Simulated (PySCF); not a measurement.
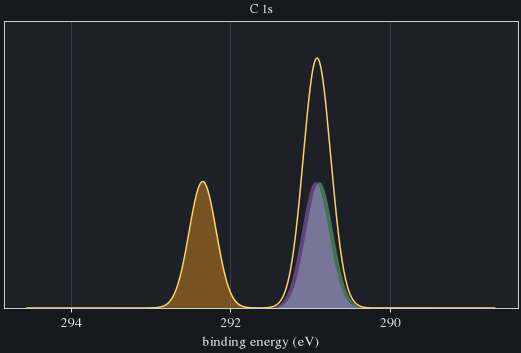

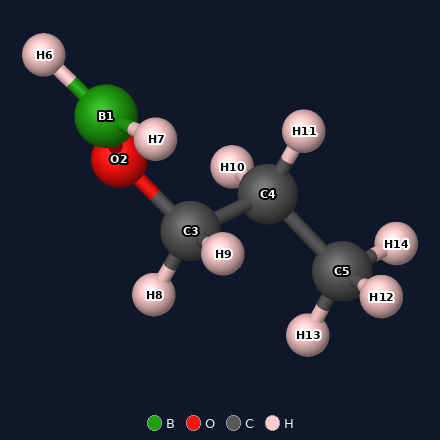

Simulated XPS of C₃H₉BO, SMILES BOCCC. Vertical core-electron binding energies by ΔSCF (SCAN, pcX-1 on the ionised atom, pcseg-1 elsewhere, spin-free X2C; PySCF 2.14.0, at a PBE0-D3(BJ)/def2-SVP geometry (no frequency check)), gas phase, against the vacuum level. One atom of each kind was ionised; within a panel, areas follow the number of like atoms, Gaussians of 0.4 eV full width. Only the regions named are shown. Lines closer than the width merge in the curve.

**Assign the components.**

| level | atoms | binding energy (eV) |
| --- | --- | --- |
| C 1s | C3 | 292.3 |
| C 1s | C5 | 290.9 |
| C 1s | C4 | 290.9 |

**How large is the chemical shift across the C 1s region?**

1.5 eV, from C4 at 290.9 eV to C3 at 292.3 eV.

Caveats: one conformer of a flexible molecule.
